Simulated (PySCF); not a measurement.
SMILES C(C)(CC)=O at its GFN2-xTB optimised geometry (Å):

```
13

C      1.3410    -1.3449     0.2935
C      0.7596     0.0316     0.0000
C     -0.7559     0.0316     0.0000
C     -1.3747     1.4094     0.0000
O     -1.4142    -0.9757     0.0014
H      1.0600    -1.6671     1.2931
H      2.4256    -1.3260     0.2227
H      0.9526    -2.0714    -0.4153
H      1.1140     0.7678     0.7244
H      1.0801     0.3692    -0.9900
H     -2.4256     1.3487    -0.2698
H     -0.8498     2.0714    -0.6835
H     -1.2975     1.8255     1.0034
```

Level of theory: PBE/def2-TZVP (PySCF). Cells within 0.4 Å of a nucleus heavier than hydrogen are left out (blank, or x).

Map of the deformation density (molecule minus spherical neutral atoms) (e/bohr³) on the plane z = 0.0 Å:

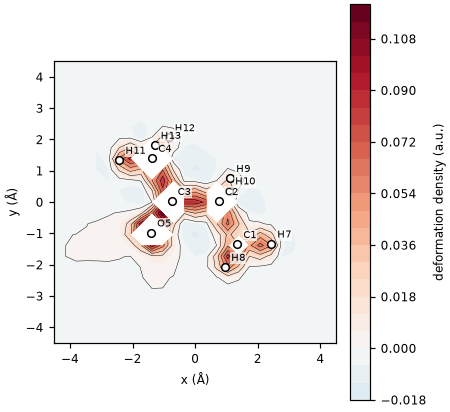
Figure: Deformation density (molecule minus spherical neutral atoms) (e/bohr³) on the plane z = 0.0 Å.
